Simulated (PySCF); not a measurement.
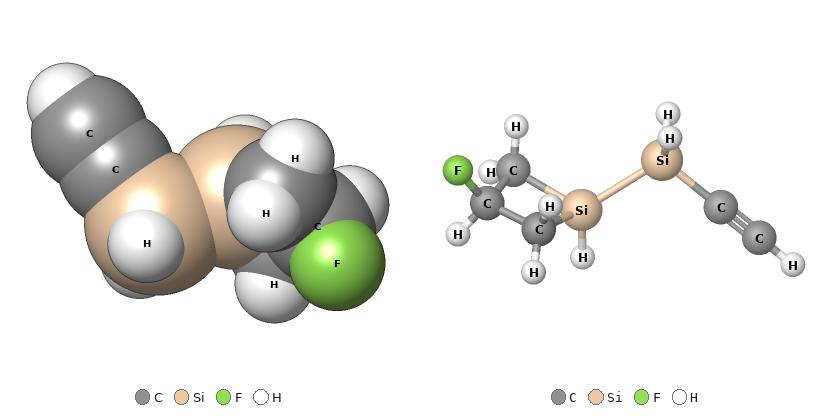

Two views of one molecule.

Computed geometry: GFN2-xTB optimisation. No frequency run is at hand to confirm it as a minimum.

Question: Count the atoms of each element.

Answer: C₅H₉FSi₂, 17 atoms: 5 carbon, 9 hydrogen, 1 fluorine and 2 silicon.

Question: Give a SMILES string for it.

Answer: C#C[SiH2][Si@H]1C[C@@H](F)C1

The parts below concern this one geometry. Atoms keep their numbers from picture to picture.

## Geometry

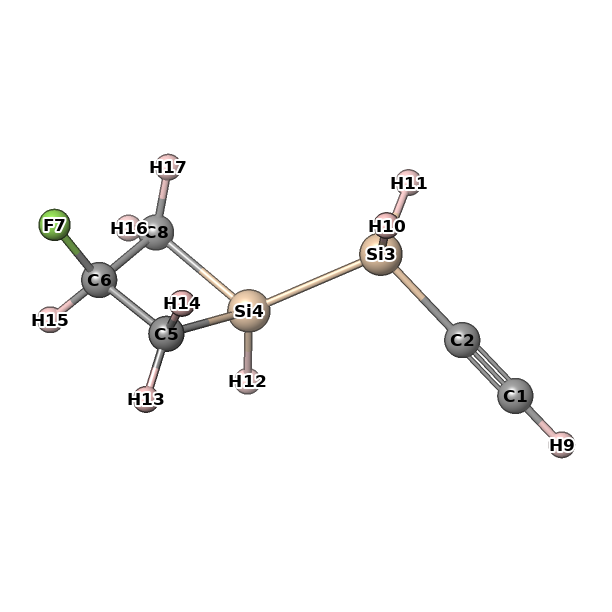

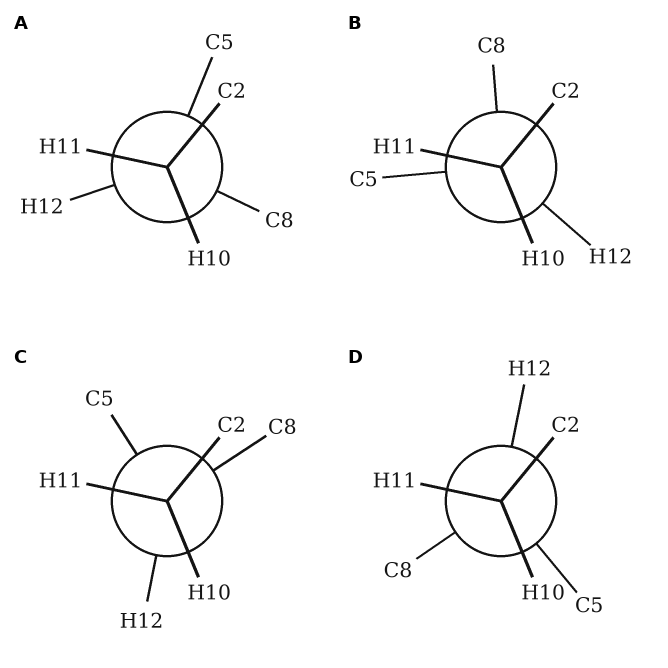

Atoms fade into the background with distance from the viewer. Bonds that would overlap in a projection are set slightly apart. No frequency run is at hand to confirm it as a minimum.

Question: Which Newman projection shows the view along Si3–Si4, with Si3 in front?

Answer: D. The torsion angle C2–Si3–Si4–C5 is 108°, anticlinal.

## Electronic properties

No frequency run is at hand to confirm it as a minimum. Properties computed with PBE0/def2-SVPD, gas phase (PySCF 2.14.0). Excitations: vertical, linear response.

What does the calculation give?

- dipole moment: 1.86 D
- HOMO energy (Kohn–Sham orbital): −7.79 eV
- LUMO energy (Kohn–Sham orbital): −0.75 eV
- HOMO–LUMO gap: 7.04 eV
- mean static polarisability: 113.0 bohr³
- lowest vertical singlet excitation: 5.76 eV
- its oscillator strength: 0.013
- brightest of the 8 lowest singlets: 6.64 eV
- its oscillator strength: 0.04

## Bond orders

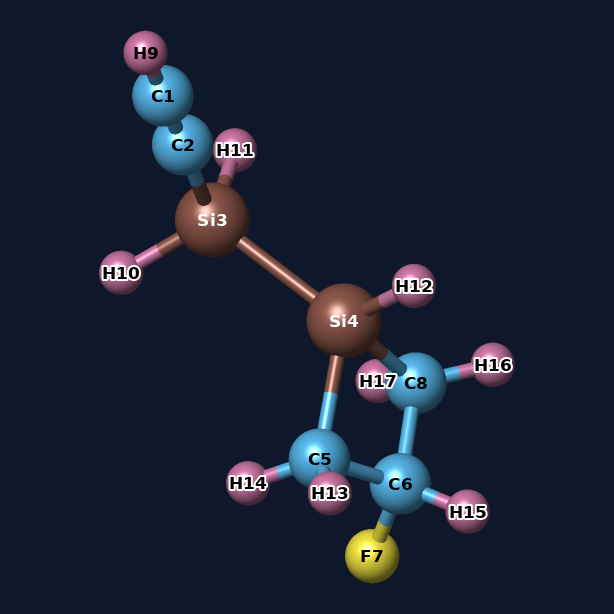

Every bond is drawn as one stick. No frequency run is at hand to confirm it as a minimum. Computed with PBE0/pcSseg-1 (PySCF 2.14.0).

Question: Which bond between heavy atoms has the highest Mayer bond order?

Answer: C1–C2, 2.55, at a length of 1.203 Å.

List the Mayer bond orders of C1–C2, C2–Si3, Si3–Si4, Si4–C5, Si4–C8, C5–C6, C6–F7, C6–C8 (bonds between heavy atoms, one of each equivalent set).

```
   bond  Mayer order  length (Å)
  C1–C2         2.55       1.203
 C2–Si3         0.92       1.848
Si3–Si4         0.90       2.311
 Si4–C5         0.91       1.920
 Si4–C8         0.91       1.921
  C5–C6         1.00       1.529
  C6–F7         0.88       1.383
  C6–C8         1.00       1.529
```

## Ring current

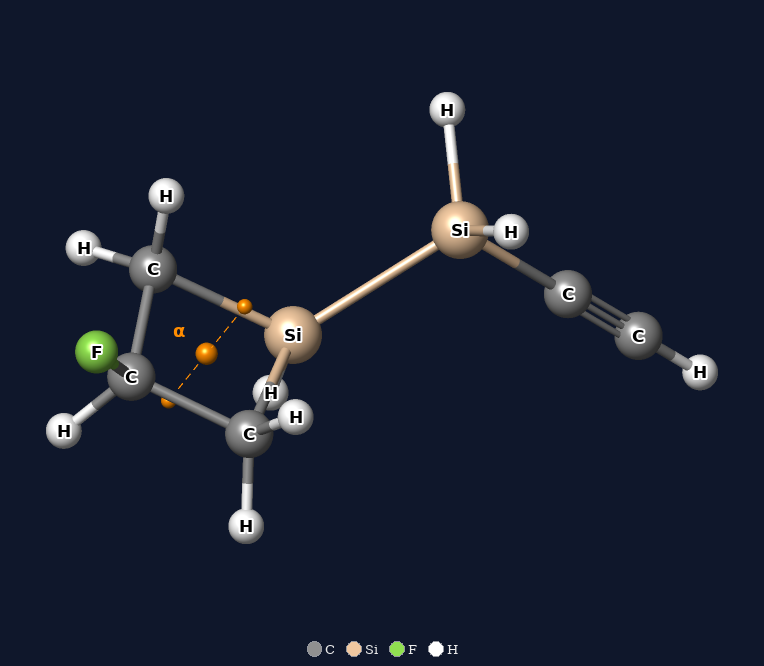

The small points mark where nucleus-independent chemical shifts (NICS) were computed: at the centre of each lettered ring and 1 Å above and below it. No frequency run is at hand to confirm it as a minimum. Properties computed with GIAO PBE0/pcSseg-1 NMR shielding, non-relativistic, gas phase (PySCF 2.14.0).

Give NICS(0), NICS(1) and the out-of-plane component NICS(1)zz for each ring (means of the two sides).

```tsv
ring	members	NICS(0)	NICS(1)	NICS(1)zz
α	C3Si	−1.3	−1.9	4.0
```

Values in ppm.

The geometry is semi-empirical. Around Si such bond lengths and angles can be off by a tenth of an ångström or more and by several degrees, and values that hang on the shape move with them.
